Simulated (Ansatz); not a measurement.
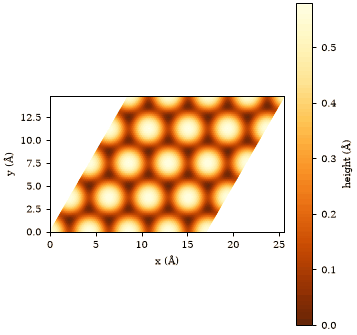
Simulated constant-current image at -2.3 V from a Fermi level inside the gap (filled states down to 1.0 eV under the valence edge)

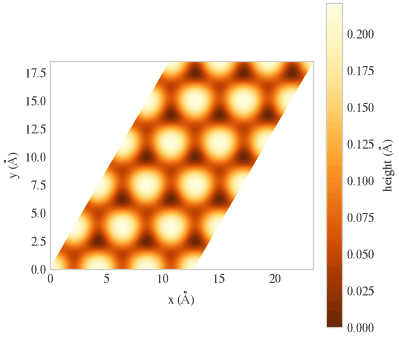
*Simulated constant-current image at +2.2 V from a Fermi level inside the gap (empty states up to 1.0 eV over the conduction edge)*

Level of theory: PBE, Tersoff-Hamann images (plane waves, PAW; Ansatz, a program for electronic structure).

Mesh 18×18×1, no spin-orbit coupling, no spin polarisation; biases count from the run's Fermi level. The set point is the mean density 3.5 Å over the top atom.

The sample is: single layer of CdI₂ (symmetry P-3m1 as a slab, 3 atoms a cell). Atoms are numbered in the order of this list of the upper atoms (x, y, depth in Å): I1 (0.0, 0.0, 0.0); Cd2 (4.3, 2.5, 1.7).

Problem. Which sites are bright, and how large is the corrugation?

Solution. At -2.3 V the maximum lies over I1 and the sites alike, corrugation about 0.58 Å. At +2.2 V the maximum lies over I1 and the sites alike, corrugation about 0.22 Å.
